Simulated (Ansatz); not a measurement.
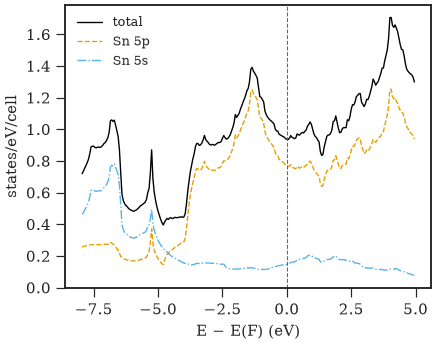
Figure: Total and projected density of states of Sn (β-Sn type, space group No. 141), PBE+D3(BJ) in the plane-wave PAW code Ansatz

### Question
Which orbitals carry the states next to the Fermi level?

### Answer
Within 0.5 eV of the Fermi level: Sn 5p 82 %, Sn 5s 16 %. Projections are on Löwdin-orthogonalised atomic valence shells; empty p or d shells of many metals are not among them.

### Question
Where is the tallest occupied peak in this window, and what makes it?

### Answer
Near -1.3 eV, about 1.4 states/eV per cell; the largest projected share is Sn 5p.

Space group I4_1/amd (β-Sn type). Symmetry was held in the PBE+D3(BJ) relaxation. The pairwise dispersion correction was not fitted to metals. Scalar-relativistic: spin–orbit coupling is off unless named, which matters more the heavier the elements.

Potentials: the earlier of the program's two PAW sets.
